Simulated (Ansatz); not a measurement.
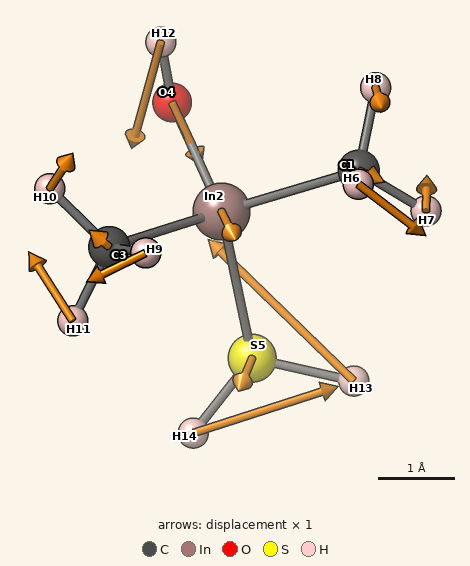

A relaxation of C2H9InOS (coarse preliminary run). The starting structure is drawn; orange arrows show the displacements, at their true length. The two geometries are superimposed by the best rigid fit.

A ball-and-stick model, seen at a tilt.

The start comes from a force field.

The calculation used Ansatz 0.2.0, RKS PBE-D4/def2-SVP.

The input:
```yaml
crystal:
  periodic: [false, false, false]
  atoms:
    - {symbol: C, position_ang: [-0.424700, 1.874100, 0.139300]}
    - {symbol: In, position_ang: [-0.385600, -0.241600, -0.237900]}
    - {symbol: C, position_ang: [0.631500, -1.210700, 1.409000]}
    - {symbol: O, position_ang: [-2.174500, -0.965500, -0.384100]}
    - {symbol: S, position_ang: [0.816100, -0.661400, -2.309000]}
    - {symbol: H, position_ang: [0.184000, 2.192000, 0.982000]}
    - {symbol: H, position_ang: [-0.104600, 2.462500, -0.774500]}
    - {symbol: H, position_ang: [-1.479200, 2.226700, 0.354900]}
    - {symbol: H, position_ang: [1.152400, -0.423900, 2.098300]}
    - {symbol: H, position_ang: [-0.061400, -1.786600, 2.054000]}
    - {symbol: H, position_ang: [1.426300, -1.898700, 1.040400]}
    - {symbol: H, position_ang: [-2.645000, -0.756600, 0.509900]}
    - {symbol: H, position_ang: [1.158800, 0.568100, -2.848500]}
    - {symbol: H, position_ang: [1.893000, -1.407500, -2.004900]}
basis:
  gaussian: {orbitals: def2-SVP}
hamiltonian: {xc: pbe, dispersion: d4}
relax: {f_tol: 0.03, max_steps: 200}
```

Command:
```bash
ansatz run in.yaml --threads 4 --pin off --events-out ev --progress --plain --max-ram 11315MiB
```

Q: Atoms of which element are displaced furthest, and by how much?

A: Hydrogen: up to 2.75 Å, against 1.00 Å for oxygen.

Q: What did the optimiser do to the structure, and how much energy did it gain?

A: After 49 accepted moves (59 points after the start) the energy has fallen by 61.2 kcal/mol. The largest force component goes from 3.6 to 0.025 eV/Å. The line search rejected the trial steps at points 6, 9, 12, 18, 25, 31, 32, 35 and more of the run. The forces were under the threshold at step 7, but the run went on from there. The atom that moves furthest after the best rigid fit is H13 (2.75 Å). Largest moves by element: H 2.75 Å, O 1.00 Å, In 0.86 Å, S 0.77 Å, C 0.42 Å. Some distances before and after: O4–H13 4.420 → 1.004 Å, S5–H13 1.386 → 2.289 Å, In2–O4 1.935 → 2.448 Å, In2–S5 2.431 → 2.533 Å. New bonds form, among them: O4–H13 (4.42 → 1.00 Å). Bonds break, among them: S5–H13 (1.39 → 2.29 Å). Among the angles between lasting bonds that change: O4–In2–S5 109.1° → 77.0°, C1–In2–C3 108.4° → 135.9°, In2–S5–H14 107.4° → 93.5°. Groups turn about In2–O4 by about 75°.
